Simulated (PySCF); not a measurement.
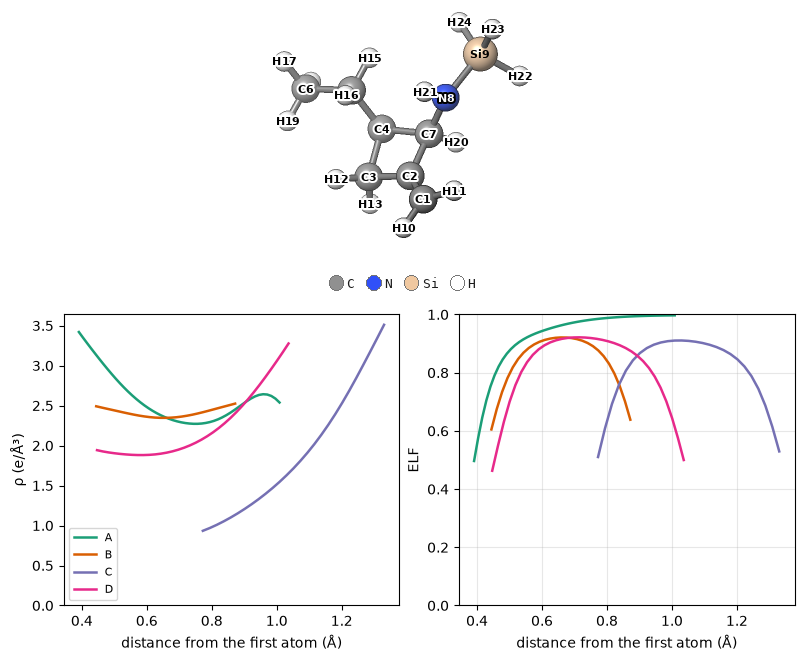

Figure. C7H15NSi. Electron density and electron localisation function along straight lines between neighbouring atoms. The curves leave out the atomic cores. The structure is drawn too.

Geometry: GFN2-xTB.

Computed with PySCF, PBE0/pcSseg-1, SCF density, gas phase, non-relativistic.

```xyz
24

C    -1.4064   -2.3847   -1.0583
C    -0.5930   -1.6835   -0.2974
C     0.8988   -1.6529   -0.1035
C     0.7554   -0.2727    0.5720
C     1.2273    0.8924   -0.2851
C     2.7472    1.0112   -0.2925
C    -0.7949   -0.4801    0.5931
N    -1.6700    0.5462    0.1197
Si   -2.3458    1.7689    1.1172
H    -1.0498   -3.1876   -1.6828
H    -2.4638   -2.1812   -1.0800
H     1.4876   -1.6748   -1.0196
H     1.2619   -2.4346    0.5630
H     1.2028   -0.2002    1.5654
H     0.7921    1.8175    0.1011
H     0.8694    0.7571   -1.3091
H     3.0636    1.8312   -0.9330
H     3.1191    1.1972    0.7126
H     3.2021    0.0941   -0.6595
H    -1.1336   -0.7665    1.5932
H    -1.5184    0.7469   -0.8570
H    -3.0082    1.0744    2.2214
H    -3.2734    2.4759    0.2385
H    -1.3817    2.7257    1.6886
```

Question: Which curve belongs to which contact (C–C, C–N, N–H and Si–N)? The first atom named is at distance zero.

Answer: Curve A: N–H (1.01 Å): the density is about 2.8 e/Å³ at the midpoint; the ELF climbs to about 1 towards the hydrogen, as it does in any bond to H; an ordinary covalent bond to hydrogen. Curve B: C–C (1.32 Å): the density is about 2.3 e/Å³ at the midpoint; the ELF peaks at about 0.90 between the atoms (a short, multiple covalent bond). Curve C: Si–N (1.72 Å): the density is about 1.1 e/Å³ at the midpoint; the ELF peaks at about 0.90 between the atoms, as expected for a polar covalent bond. Curve D: C–N (1.43 Å): ρ at the midpoint is about 2 e/Å³; the ELF peaks at about 0.90 between the atoms; a covalent bond.
